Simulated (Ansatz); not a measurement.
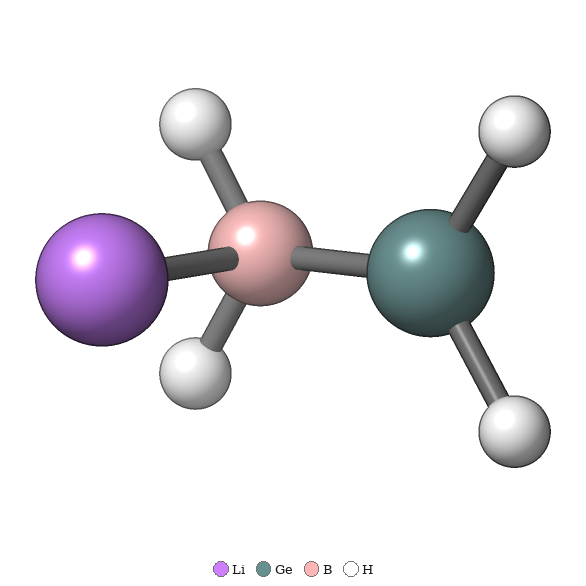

Ball-and-stick drawing of a structure.

Computed geometry: PBE0-D4/def2-TZVP optimisation. No frequency run is at hand to confirm it as a minimum.

Question: Count the atoms of each element.

Answer: BGeH₄Li, 7 atoms: 1 boron, 1 germanium, 4 hydrogen and 1 lithium.

Question: How many bonds of each kind are drawn?

Answer: 2 Ge–H, 2 B–H, 1 B–Ge, 1 B–Li. Sticks follow a distance rule.

Question: How many atoms are distinct by symmetry?

Answer: 5: 1 Li, 1 Ge, 1 B, 2 H, 2 H.

More results for the same structure follow; atom numbers are the same in all pictures, views and colours differ.

## Geometry

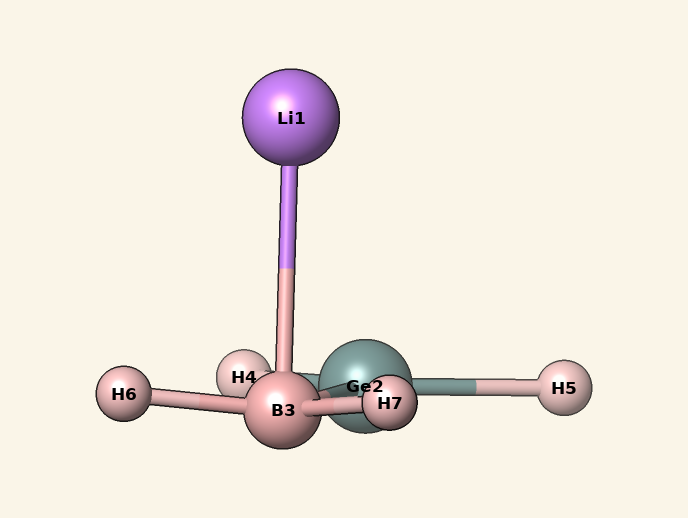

Ge2 lies behind B3. The molecule seen a little off the B3–Ge2 bond, B3 in front. Depth is shown by fading: the farther an atom, the more it takes the colour of the background. No frequency run is at hand to confirm it as a minimum.

Question: What is the torsion angle Li1–B3–Ge2–H4? The sign is positive where the front bond must turn clockwise to cover the back bond.

Answer: −93°, about perpendicular.

## Dipole moment

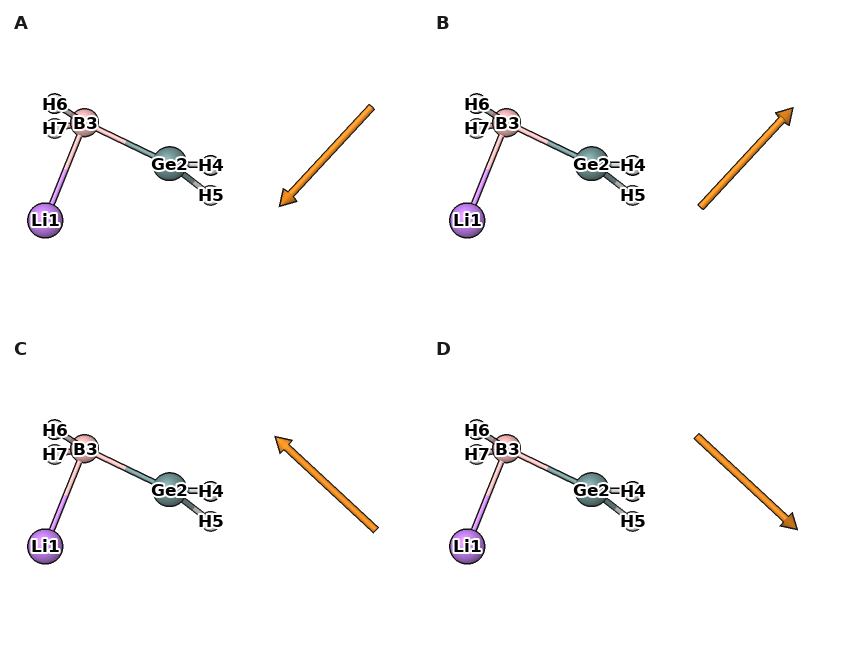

The same molecule four times, each with an arrow. No frequency run is at hand to confirm it as a minimum. Properties computed with RKS PBE0-D4/def2-TZVP (Ansatz 0.2.0).

Question: Which arrow points along the dipole moment, from the negative to the positive end?

Answer: A. The dipole moment is 6.11 D; it points from the side of H4, H5 to the side of Li1 (the outermost atoms at the two ends).

## Electronic properties

No frequency run is at hand to confirm it as a minimum. Level of theory: RKS PBE0-D4/def2-TZVPP (Ansatz 0.2.0).

What does the calculation give?

- HOMO energy (Kohn–Sham orbital): −5.30 eV
- LUMO energy (Kohn–Sham orbital): −1.39 eV
- HOMO–LUMO gap: 3.91 eV
- dispersion correction: −8.8 kJ/mol

## Charges

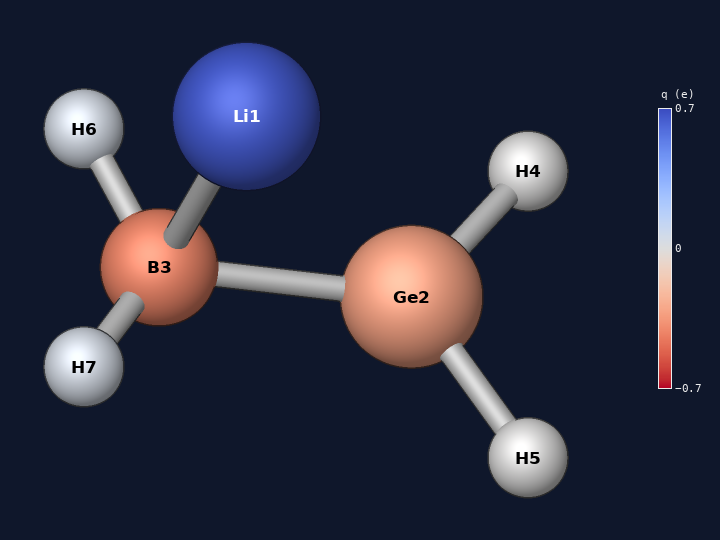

Atoms are coloured by their Mulliken charges. No frequency run is at hand to confirm it as a minimum. Properties computed with RKS PBE0-D4/def2-TZVP (Ansatz 0.2.0).

Question: Which atom carries the highest charge (most positive or least negative)?

Answer: Li1 (0.65 e).

Question: And the lowest?

Answer: B3 (−0.41 e).

Give the Mulliken charges atom by atom.

| atom | value (e) |
| --- | --- |
| Li1 | 0.65 |
| Ge2 | −0.31 |
| B3 | −0.41 |
| H4 | −0.01 |
| H5 | −0.01 |
| H6 | 0.04 |
| H7 | 0.04 |

Mulliken values depend strongly on the basis set and can even reverse the polarity of a bond.
